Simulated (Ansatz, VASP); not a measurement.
# Cross-check of ZnCu2SnS4 between VASP and Ansatz

One calculation is typed for both programs; each brings its own data sets and cutoff. How far apart do they land? The cell comes out of earlier VASP steps on this material, which relaxed, scaled or displaced it; both programs get it as it stands.

Main program and level: Ansatz 0.2.0; plane waves, with VASP 6.6.1 beside it; relaxation of cell and atoms at LDA and relaxation of cell and atoms at PBEsol.

### 1. The starting structure

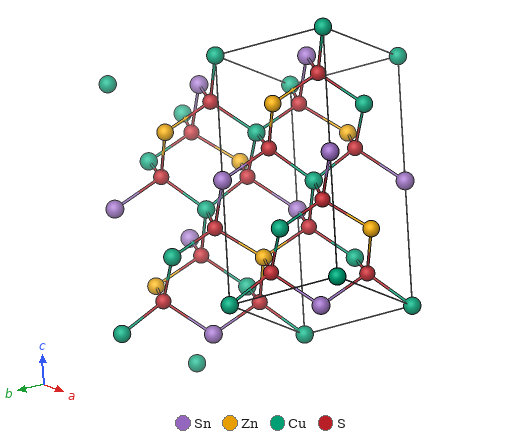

Start, viewed from a free direction; tin purple, zinc orange, copper teal, sulfur red. 1×2×1 cells are drawn. This picture shows the conventional cell, with its axes. Bonds to atoms that aren't drawn are left out. Some periodic images of atoms are drawn too.

### 2. VASP: relaxation of cell and atoms, LDA

The relaxed volume is the usual yardstick between codes: its relative difference is about their pressure difference at one cell divided by the bulk modulus.

Lines of VASP's logs that name or quote its potential files are left out, and so is its time.

File INCAR:

```
SYSTEM = ZnCu2SnS4
PREC = Accurate
ENCUT = 450
EDIFF = 1E-07
NELM = 100
ISMEAR = 0
SIGMA = 0.03
LREAL = .FALSE.
ALGO = Normal
GGA = CA
NBANDS = 44
LORBIT = 11
LWAVE = .FALSE.
LCHARG = .FALSE.
KPAR = 4
IBRION = 2
NSW = 50
ISIF = 3
EDIFFG = -0.002
```

File POSCAR:

```
ZnCu2SnS4
1.0
   -2.6597339867      2.6597339871      5.3221211337
    2.6597339867     -2.6597339871      5.3221211337
    2.6597339871      2.6597339867     -5.3221211337
Sn Zn Cu S
1 1 2 4
Direct
    0.5000000000      0.5000000000      0.0000000000
    0.2500000000      0.7500000000      0.5000000000
    0.7500000000      0.2500000000      0.5000000000
    0.0000000000      0.0000000000      0.0000000000
    0.6389458120      0.6299719546      0.5292756731
    0.8903298611      0.3610541880      0.9910261426
    0.1006962815      0.1096701389      0.4707243269
    0.3700280454      0.8993037185      0.0089738574
```

File KPOINTS:

```
Automatic mesh
0
Gamma
6 6 6
0 0 0
```

The projector-augmented-wave data sets are Sn_d, Zn, Cu and S (LDA family, release 64).

On the command line:

```
$ mpirun -np 4 vasp_std
```

Numbers of over 12 decimals in the logs are rounded to 6 here.

The program printed:

```text
[banner, memory and clock lines left out]
running    4 mpi-ranks, on    1 nodes
 distrk:  each k-point on    1 cores,    4 groups
 distr:  one band on    1 cores,    1 groups

 POSCAR found type information on POSCAR SnZnCuS
 POSCAR found :  4 types and       8 ions
 LDA part: xc-table for (Slater(with rela. corr.)+CA(PZ))
 , standard interpolation
 POSCAR, INCAR and KPOINTS ok, starting setup
 FFT: planning ... GRIDC
 FFT: planning ... GRID_SOFT
 FFT: planning ... GRID
 WAVECAR not read
 entering main loop
       N       E                     dE             d eps       ncg     rms          rms(c)
DAV:   1     0.703506233637E+03    0.70351E+03   -0.29560E+04  3168   0.194E+03
DAV:   2     0.843638284348E+02   -0.61914E+03   -0.60160E+03  3168   0.502E+02
DAV:   3    -0.319592593908E+02   -0.11632E+03   -0.11368E+03  3952   0.211E+02
DAV:   4    -0.408756232434E+02   -0.89164E+01   -0.88115E+01  4404   0.592E+01
DAV:   5    -0.412549118885E+02   -0.37929E+00   -0.37857E+00  4692   0.130E+01    0.187E+01
DAV:   6    -0.407828255424E+02    0.47209E+00   -0.44130E+01  4780   0.114E+02    0.135E+01
DAV:   7    -0.383255684271E+02    0.24573E+01   -0.12490E+01  4232   0.931E+01    0.860E+00
DAV:   8    -0.386285553179E+02   -0.30299E+00   -0.49829E+00  4960   0.267E+01    0.427E+00
DAV:   9    -0.384531574752E+02    0.17540E+00   -0.15749E+00  4248   0.238E+01    0.691E-01
DAV:  10    -0.384526931792E+02    0.46430E-03   -0.10841E-01  4920   0.510E+00    0.276E-01
DAV:  11    -0.384532311999E+02   -0.53802E-03   -0.12047E-02  5144   0.117E+00    0.173E-01
DAV:  12    -0.384532886364E+02   -0.57437E-04   -0.22144E-03  4900   0.120E+00    0.103E-01
DAV:  13    -0.384532360840E+02    0.52552E-04   -0.54805E-04  4912   0.609E-01    0.721E-02
DAV:  14    -0.384531528512E+02    0.83233E-04   -0.37598E-04  4892   0.412E-01    0.318E-02
DAV:  15    -0.384531579665E+02   -0.51153E-05   -0.93202E-05  4416   0.597E-02    0.132E-02
DAV:  16    -0.384531584266E+02   -0.46014E-06   -0.30523E-06  4728   0.202E-02    0.999E-03
DAV:  17    -0.384531582041E+02    0.22257E-06   -0.94001E-07  4516   0.919E-03    0.508E-03
DAV:  18    -0.384531581500E+02    0.54077E-07   -0.20361E-07  2156   0.506E-03
   1 F= -.38453158E+02 E0= -.38453158E+02  d E =-.384532E+02
 curvature:   0.00 expect dE= 0.000E+00 dE for cont linesearch  0.000E+00
 trial: gam= 0.00000 g(F)=  0.245E-07 g(S)=  0.228E-04 ort = 0.000E+00 (trialstep = 0.100E+01)
 search vector abs. value=  0.228E-04
 bond charge predicted
       N       E                     dE             d eps       ncg     rms          rms(c)
DAV:   1    -0.384535238966E+02   -0.36569E-03   -0.64745E-03  3464   0.127E+00    0.147E-01
DAV:   2    -0.384533346278E+02    0.18927E-03   -0.35335E-03  3744   0.127E+00    0.791E-02
DAV:   3    -0.384531855782E+02    0.14905E-03   -0.98340E-04  4028   0.719E-01    0.417E-02
DAV:   4    -0.384531662669E+02    0.19311E-04   -0.56899E-05  4632   0.912E-02    0.173E-02
DAV:   5    -0.384531617009E+02    0.45660E-05   -0.11640E-05  5032   0.597E-02    0.872E-03
DAV:   6    -0.384531615430E+02    0.15787E-06   -0.18020E-06  4624   0.210E-02    0.579E-03
DAV:   7    -0.384531613469E+02    0.19604E-06   -0.63354E-07  2980   0.268E-02    0.199E-03
DAV:   8    -0.384531612838E+02    0.63139E-07   -0.32274E-07  2528   0.198E-02
   2 F= -.38453161E+02 E0= -.38453161E+02  d E =-.313381E-05
 trial-energy change:   -0.000003  1 .order   -0.000007   -0.000023    0.000009
 step:   0.5426(harm=  0.7104)  dis= 0.00001  next Energy=   -38.453164 (dE=-0.560E-05)
 bond charge predicted
       N       E                     dE             d eps       ncg     rms          rms(c)
DAV:   1    -0.384532402133E+02   -0.78866E-04   -0.13569E-03  3464   0.585E-01    0.673E-02
DAV:   2    -0.384532002816E+02    0.39932E-04   -0.73756E-04  3744   0.582E-01    0.361E-02
DAV:   3    -0.384531692806E+02    0.31001E-04   -0.20523E-04  4028   0.327E-01    0.192E-02
DAV:   4    -0.384531651869E+02    0.40937E-05   -0.11779E-05  4624   0.421E-02    0.786E-03
DAV:   5    -0.384531642426E+02    0.94433E-06   -0.23550E-06  4988   0.270E-02    0.396E-03
DAV:   6    -0.384531641927E+02    0.49906E-07   -0.21140E-07  2252   0.950E-03
   3 F= -.38453164E+02 E0= -.38453164E+02  d E =-.604269E-05
 curvature:  -0.24 expect dE=-0.378E-06 dE for cont linesearch -0.347E-06
 trial: gam=-0.18370 g(F)=  0.910E-07 g(S)=  0.151E-05 ort = 0.579E-05 (trialstep = 0.909E+00)
 search vector abs. value=  0.245E-06
 reached required accuracy - stopping structural energy minimisation
```

OUTCAR, selected parts (step 2):

```text
ion  position               nearest neighbor table
   1  0.500  0.500  0.000-   5 2.43   6 2.43   8 2.43   7 2.43
   2  0.250  0.750  0.500-   6 2.30   5 2.30   7 2.30   8 2.30
   3  0.750  0.250  0.500-   5 2.25   6 2.25   7 2.25   8 2.25
   4  0.000  0.000  0.000-   5 2.25   6 2.25   7 2.25   8 2.25
   5  0.639  0.630  0.529-   3 2.25   4 2.25   2 2.30   1 2.43
   6  0.890  0.361  0.991-   3 2.25   4 2.25   2 2.30   1 2.43
   7  0.101  0.110  0.471-   3 2.25   4 2.25   2 2.30   1 2.43
   8  0.370  0.899  0.009-   3 2.25   4 2.25   2 2.30   1 2.43

  LATTYP: Found a body centered tetragonal cell.
 ALAT       =     5.3194679738
 C/A-ratio  =     2.0009975283

 Subroutine GETGRP returns: Found  4 space group operations
 (whereof  4 operations were pure point group operations)

The static configuration has the point symmetry S_4 .

 Found     36 irreducible k-points:

   k-points           NKPTS =     36   k-points in BZ     NKDIM =     36   number of bands    NBANDS=     44

   dimension x,y,z NGX =    48 NGY =   48 NGZ =   48
   dimension x,y,z NGXF=    96 NGYF=   96 NGZF=   96

   ENCUT  =  450.0 eV  33.07 Ry    5.75 a.u.  11.27 11.27 11.27*2*pi/ulx,y,z

   NELECT =      72.0000    total number of electrons

 k-points in reciprocal lattice and weights: Automatic mesh
   0.00000000  0.00000000  0.00000000       0.005
   0.16666667 -0.00000000  0.00000000       0.037
   0.33333333 -0.00000000  0.00000000       0.037
   0.50000000 -0.00000000  0.00000000       0.019
   0.16666667  0.16666667  0.00000000       0.037
   0.33333333  0.16666667  0.00000000       0.037
  -0.33333333 -0.16666667  0.50000000       0.037
   0.50000000  0.16666667  0.00000000       0.037
   0.50000000 -0.16666667 -0.33333333       0.037
[...]
-0.33333333 -0.33333333  0.33333333       0.009
   0.50000000  0.50000000  0.50000000       0.005

 average (electrostatic) potential at core
       1-102.1398       2 -35.1932       3 -66.1261       4 -66.1432       5 -87.1635
       6 -87.1635       7 -87.1635       8 -87.1635

 E-fermi :   5.4613

 k-point     1 :       0.0000    0.0000    0.0000
  band No.  band energies     occupation
    ...
     32       3.3649      2.00000
     33       3.5682      2.00000
     34       5.3181      2.00000
     35       5.3181      2.00000
     36       5.3639      2.00000
     37       5.5588      0.00000
     38       7.1172      0.00000
     39       8.0607      0.00000
     40       8.9819      0.00000
     41       8.9819      0.00000
    ...

 k-point     2 :       0.1667   -0.0000    0.0000
  band No.  band energies     occupation
    ...
     32       3.5169      2.00000
     33       3.6760      2.00000
     34       4.5832      2.00000
     35       5.0453      2.00000
     36       5.2328      2.00000
     37       6.2964      0.00000
     38       7.5477      0.00000
     39       8.3398      0.00000
     40       8.7240      0.00000
     41       8.8506      0.00000
    ...

 k-point     3 :       0.3333   -0.0000    0.0000
  band No.  band energies     occupation
    ...
     32       3.6442      2.00000
     33       3.8169      2.00000
     34       4.1706      2.00000
     35       4.4602      2.00000
     36       4.9466      2.00000
     37       6.8154      0.00000
     38       8.2463      0.00000
     39       8.4925      0.00000
     40       8.6243      0.00000
     41       9.2957      0.00000
    ...

  Total       -0.0103635     -0.0103635     -0.0059964      0.0000000     -0.0000000     -0.0000000
  in kB       -0.1102924     -0.1102924     -0.0638165      0.0000001     -0.0000000     -0.0000000
  external PRESSURE =      -0.0948005 kB  Pullay stress =       0.0000000 kB

  energy-cutoff  :      450.00
  volume of cell :      150.55
      direct lattice vectors                 reciprocal lattice vectors
    -2.659410010  2.659410010  5.321569783    -0.000000000  0.188011626  0.093957238
     2.659410010 -2.659410010  5.321569783     0.188011626  0.000000000  0.093957238
     2.659410010  2.659410010 -5.321569783     0.188011626  0.188011626  0.000000000

 POSITION                                       TOTAL-FORCE (eV/Angst)
 -----------------------------------------------------------------------------------
      0.00000      0.00000      5.32157        -0.000000      0.000000     -0.000000
      2.65941      0.00000      2.66078        -0.000000      0.000000     -0.000000
     -0.00000      2.65941      2.66078        -0.000000      0.000000     -0.000000
      0.00000      0.00000      0.00000        -0.000000      0.000000     -0.000000
      1.38369      1.43143      3.93606         0.000441      0.000483     -0.000208
      1.22798      4.04310      1.38551        -0.000483      0.000441      0.000208
      1.27572      1.22798     -1.38551        -0.000441     -0.000483     -0.000208
      1.43143     -1.38369      6.70708         0.000483     -0.000441      0.000208
 -----------------------------------------------------------------------------------
    total drift:                               -0.000003     -0.000004     -0.000004

  FREE ENERGIE OF THE ION-ELECTRON SYSTEM (eV)
  ---------------------------------------------------
  free  energy   TOTEN  =       -38.4531641927 eV

  energy  without entropy=      -38.4531641886  energy(sigma->0) =      -38.45316419

 reached required accuracy - stopping structural energy minimisation

 total charge
# of ion       s       p       d       tot
------------------------------------------
    1        1.124   1.134  10.105  12.363
    2        0.558   0.531   9.802  10.891
    3        0.407   0.442   9.261  10.111
    4        0.407   0.440   9.260  10.107
    5        1.327   2.386   0.000   3.712
    6        1.327   2.386   0.000   3.712
    7        1.327   2.386   0.000   3.712
    8        1.327   2.386   0.000   3.712
--------------------------------------------------
tot          7.803  12.089  38.428  58.321

[... 3 further parts left out ...]
```

CONTCAR:

```
ZnCu2SnS4
   1.00000000000000
    -2.6594100102680875    2.6594100096959363    5.3215697828749224
     2.6594100102680875   -2.6594100096959363    5.3215697828749224
     2.6594100096959363    2.6594100102680875   -5.3215697828749224
  Sn              Zn              Cu              S
     1     1     2     4
Direct
     0.5000000000000000    0.5000000000000000    0.0000000000000000
     0.2500000000000000    0.7500000000000000    0.5000000000000000
     0.7500000000000000    0.2500000000000000    0.5000000000000000
     0.0000000000000000    0.0000000000000000    0.0000000000000000
     0.6389472793653044    0.6299719158000604    0.5292757110582731
     0.8903284316929687    0.3610527206346957    0.9910246364347561
     0.1006962047417874    0.1096715683070312    0.4707242889417269
     0.3700280841999395    0.8993037952582127    0.0089753635652439
```

(Continued in part 2 of 2.)

[Lines on the potential files, build, host, timing and source positions are cut from VASP's logs without a mark.]

[Logs are printed without paths, hosts, clocks, repeated set-up lines and the standing remarks that a program may print on its own settings, such as how far it seeks lower states.]

[Hosts, paths, dates, database ids (printed as entryN), source tags and the programs' standing remarks are cut or masked in the printed files.]
